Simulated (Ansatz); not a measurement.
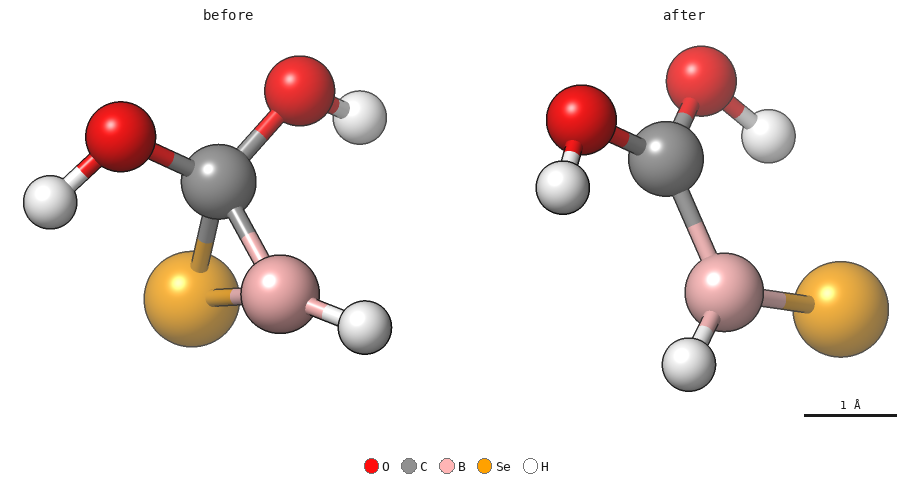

The structure of CH3BO2Se (coarse preliminary run) before (left) and after (right) a relaxation, at one scale.

Style: ball-and-stick. Shown at a tilt.

The start comes from a force field.

Method: Ansatz, RKS PBE-D4/def2-SVP.

Input file:
```yaml
crystal:
  periodic: [false, false, false]
  atoms:
    - {symbol: O, position_ang: [-0.452800, 1.321100, 0.748500]}
    - {symbol: C, position_ang: [0.130500, 0.285000, 0.096300]}
    - {symbol: O, position_ang: [1.366200, -0.000300, 0.623000]}
    - {symbol: B, position_ang: [-0.707300, -0.956900, -0.150600]}
    - {symbol: Se, position_ang: [-0.001000, 0.231500, -1.769900]}
    - {symbol: H, position_ang: [-1.253700, 1.689500, 0.165300]}
    - {symbol: H, position_ang: [1.919600, -0.573200, -0.001700]}
    - {symbol: H, position_ang: [-0.909400, -2.053800, 0.233400]}
basis:
  gaussian: {orbitals: def2-SVP}
hamiltonian: {xc: pbe, dispersion: d4}
relax: {f_tol: 0.03, max_steps: 200}
```

Describe what moved and what it gained.

Answer. Se5 moves most after the best rigid fit: 2.12 Å. By element the largest moves are Se 2.12 Å, H 1.52 Å, O 0.75 Å, B 0.46 Å, C 0.29 Å. Near-neighbour distances that change, for instance: O1–Se5 2.781 → 4.134 Å, C2–Se5 1.872 → 2.860 Å, Se5–H7 2.732 → 2.061 Å, B4–Se5 2.129 → 1.869 Å. Bonds break: C2–Se5 (1.87 → 2.86 Å). Bond angles that change, for instance: C2–B4–Se5 58.9° → 110.8°, C2–B4–H8 143.3° → 118.5°, Se5–B4–H8 145.4° → 130.6°. Over 20 accepted moves (21 points after the start) the energy falls by 2.432 eV. Largest force component: 3 eV/Å at the start, 0.02 eV/Å at the end. The line search rejected the trial step at point 5 of the run. Cost: 29 s on 4 threads of Intel Xeon Platinum 8488C, with other jobs on the host.
